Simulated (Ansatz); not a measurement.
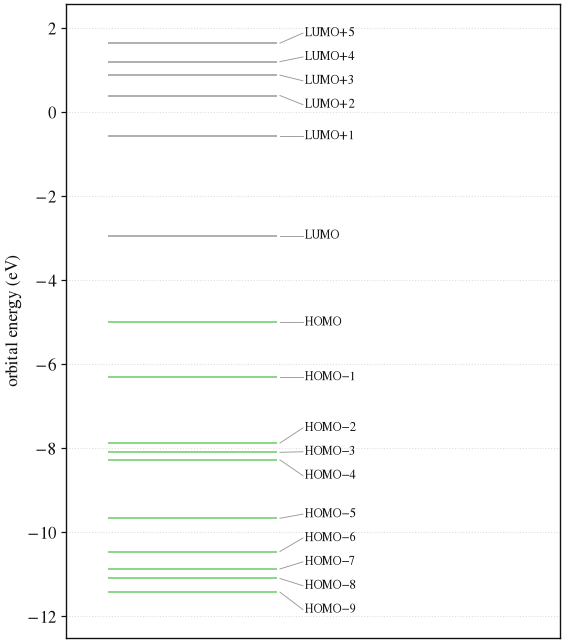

C₂H₈BNSi, SMILES CN1CB[SiH2]1. Kohn-Sham orbital energies near the frontier, PBE/def2-TZVPP, the Ansatz code, at a PBE0-D4/def2-TZVP geometry (no frequency check), isolated molecule; empty levels in grey, levels within 0.03 eV side by side.

> Where do the frontier orbitals lie?

HOMO at −5.00 eV, LUMO at −2.94 eV, 2.07 eV apart.

> List the levels.

```tsv
orbital	energy (eV)
LUMO+5	1.64
LUMO+4	1.20
LUMO+3	0.88
LUMO+2	0.40
LUMO+1	−0.57
LUMO	−2.94
HOMO	−5.00
HOMO−1	−6.30
HOMO−2	−7.87
HOMO−3	−8.09
HOMO−4	−8.27
HOMO−5	−9.66
HOMO−6	−10.45
HOMO−7	−10.87
HOMO−8	−11.10
HOMO−9	−11.42
```

Known limits of this run: empty levels above zero depend strongly on the basis.
